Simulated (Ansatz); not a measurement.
**CHCl2F (dichlorofluoromethane): wB97M-V/def2-SVPD**

Aim: the electronic atomisation energy of CHCl2F (dichlorofluoromethane) at wB97M-V/def2-SVPD, from 5 runs. 

The calculation is run with Ansatz 0.2.0.

78 further runs of the same task are left out: 78 set aside as unsound or not needed.

**1. The system as given**

CHCl2F: 5 atoms, total charge 0, spin state singlet. SMILES: `FC(Cl)Cl`. The shape is that of a PBE0-D4/def2-TZVP optimisation.

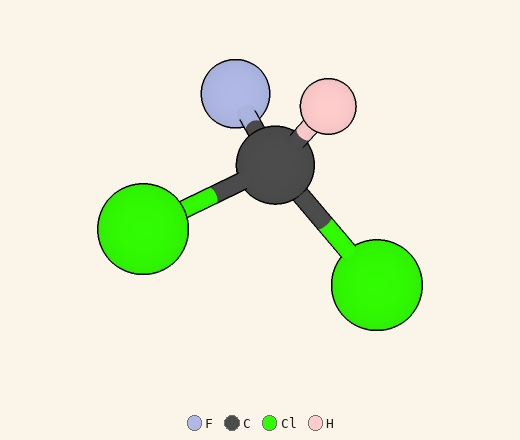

The structure, seen from a chosen angle (fluorine light blue, carbon dark grey, chlorine green, hydrogen pink).

**2. A single-point energy at wB97M-V/def2-SVPD**

The input, in.yaml:

```yaml
crystal:
  periodic: [false, false, false]
  atoms:
    - {symbol: F, position_ang: [-0.590600, 0.132500, 1.230400]}
    - {symbol: C, position_ang: [0.006400, 0.099400, 0.030700]}
    - {symbol: Cl, position_ang: [1.459900, -0.886800, 0.126900]}
    - {symbol: Cl, position_ang: [-1.120400, -0.525200, -1.167100]}
    - {symbol: H, position_ang: [0.294600, 1.106400, -0.262500]}
basis:
  gaussian:
    orbitals: def2-SVPD
hamiltonian:
  xc: {name: wB97M-V}
accuracy: high
output: {orbitals: {seedname: orbitals}}
```

Started as:

```
$ ansatz run in.yaml --threads 1 --pin off --max-ram 3480MiB --events-out events.jsonl --progress --plain --runs-dir runs
```

Standard output:

```text
Warning: RAYON_NUM_THREADS=1 ignored (pool sized by the plan → 1); use --threads N
Functional definition: wB97M-V
  name "wB97M-V"
  parameter omega = 0.3/bohr
  parameter cx = 0.15
  parameter cx01 = 1.007
  parameter cx10 = 0.259
  parameter css00 = 0.443
  parameter css04 = -1.437
  parameter css10 = -4.535
  parameter css20 = -3.390
  parameter css43 = 4.278
  parameter cos00 = 1.000
  parameter cos10 = 1.358
  parameter cos20 = 2.924
  parameter cos21 = -8.812
  parameter cos60 = -1.390
  parameter cos61 = 9.142
  parameter b = 6.0
  parameter c = 0.01
  gx(w, u) = 1 - cx + cx01*u + cx10*w
  gss(w, u) = css00 + css04*u^4 + css10*w + css20*w^2 + css43*w^4*u^3
  gos(w, u) = cos00 + cos10*w + (cos20 + cos21*u)*w^2 + (cos60 + cos61*u)*w^6
  exchange = spin_sum(e_x_unif_sr(omega)*gx(b97_w, b97_u_x)) + cx*exact_x_sr(omega) + exact_x_lr(omega)
  correlation = spin_sum(e_c_pw_mod_same_spin*gss(b97_w, b97_u_same))
      + integral(e_c_pw_mod_opposite_spin*gos(b97_w_opposite, b97_u_opposite)) + vv10(b, c)
2035 factors; integrals over basis functions are off by at most 3.6e-9 eV
456 factors; integrals over basis functions are off by at most 1.4e-9 eV
mean field evaluation 1: about -28801.1553 eV, gradient 2.9e1 eV
mean field evaluation 2: about -28801.0238 eV, gradient 3.3e1 eV
mean field evaluation 4: about -28802.7899 eV, gradient 9.7e-1 eV
mean field evaluation 8: about -28802.8879 eV, gradient 7.0e-2 eV
mean field evaluation 16: about -28802.8880 eV, gradient 7.4e-5 eV
mean field -28802.88795267 eV, -1058.4866089621 hartree, gradient 2.8e-8 eV, S^2 0.000000; 0 other end points of the search recorded, 0 dependent functions left out
reference -28802.88795718 eV, -1058.4866091276 hartree; 25, 25 occupied and 80, 80 virtual orbitals, 2035 factors
Total energy: -28802.88795718 eV, -1058.4866091276 hartree
```

It took 56 s on 1 thread of Arm Neoverse V2, shared host; peak memory 0.6 GiB.

**3. The C atom**

The input, job.yaml:

```yaml
crystal:
  periodic: [false, false, false]
  atoms:
    - {symbol: C, position_ang: [0.000000, 0.000000, 0.000000]}
basis:
  gaussian:
    orbitals: def2-SVPD
total_charge: 0
magnetization:
  spin_polarized: true
  initial_magnetization: 2
hamiltonian:
  xc: {name: wB97M-V}
accuracy: high
```

Started as:

```
$ ansatz run job.yaml --threads 1 --pin off --max-ram 3480MiB --events-out events.jsonl --progress --plain --runs-dir runs
```

Standard output, cut to the lines that bear on the results:

```text
Warning: RAYON_NUM_THREADS=1 ignored (pool sized by the plan → 1); use --threads N
[... 2 set-up lines as earlier in the session ...]
[...]
  gx(w, u) = 1 - cx + cx01*u + cx10*w
  gss(w, u) = css00 + css04*u^4 + css10*w + css20*w^2 + css43*w^4*u^3
  gos(w, u) = cos00 + cos10*w + (cos20 + cos21*u)*w^2 + (cos60 + cos61*u)*w^6
[...]
      + integral(e_c_pw_mod_opposite_spin*gos(b97_w_opposite, b97_u_opposite)) + vv10(b, c)
163 factors; integrals over basis functions are off by at most 3.2e-9 eV
94 factors; integrals over basis functions are off by at most 4.4e-10 eV
[...]
mean field -1028.59603295 eV, -37.8002070033 hartree, gradient 6.9e-10 eV, S^2 2.002379; 0 other end points of the search recorded, 0 dependent functions left out
reference -1028.59603585 eV, -37.8002071102 hartree; 4, 2 occupied and 16, 18 virtual orbitals, 163 factors
Total energy: -1028.59603585 eV, -37.8002071102 hartree
```

Wall time 2 s (1 thread of Arm Neoverse V2, shared host); peak memory 0.15 GiB.

**4. The Cl atom, same level**

The input, run.yaml:

```yaml
crystal:
  periodic: [false, false, false]
  atoms:
    - {symbol: Cl, position_ang: [0.000000, 0.000000, 0.000000]}
basis:
  gaussian:
    orbitals: def2-SVPD
magnetization:
  spin_polarized: true
  initial_magnetization: 1
hamiltonian:
  xc: {name: wB97M-V}
accuracy: high
```

Run the same way, it converges to -459.97795 Eh (log not shown).

**5. The F atom at the same level**

The input, run.yaml:

```yaml
crystal:
  periodic: [false, false, false]
  atoms:
    - {symbol: F, position_ang: [0.000000, 0.000000, 0.000000]}
basis:
  gaussian: {orbitals: def2-SVPD}
accuracy: high
hamiltonian: {xc: {name: wB97M-V}}
magnetization: {spin_polarized: true, initial_magnetization: 1}
```

Run the same way, it converges to -99.62701 Eh (log not shown).

**6. The H atom, same level**

The input, job.yaml:

```yaml
crystal:
  periodic: [false, false, false]
  atoms:
    - {symbol: H, position_ang: [0.000000, 0.000000, 0.000000]}
basis:
  gaussian: {orbitals: def2-SVPD}
magnetization: {spin_polarized: true, initial_magnetization: 1}
hamiltonian: {xc: {name: wB97M-V}}
accuracy: high
```

Run the same way, it converges to -0.49171 Eh (log not shown).

**7. What came out**

Level: wB97M-V/def2-SVPD.

| quantity | value |
| --- | --- |
| molecule: total energy | -1058.48661 Eh |
| molecule: HOMO energy | -11.58 eV |
| molecule: LUMO energy | 1.27 eV |
| molecule: HOMO–LUMO gap | 12.85 eV |
| C atom: total energy | -37.80021 Eh |
| C atom: ⟨S²⟩ | 2.002 |
| Cl atom: total energy | -459.97795 Eh |
| Cl atom: ⟨S²⟩ | 0.752 |
| F atom: total energy | -99.62701 Eh |
| F atom: ⟨S²⟩ | 0.752 |
| H atom: total energy | -0.49171 Eh |
| H atom: ⟨S²⟩ | 0.750 |
| electronic atomisation energy | 16.647 eV |

In words: Taking the molecule apart into free atoms costs 16.65 eV (384 kcal/mol), before zero-point energy and without spin-orbit coupling.
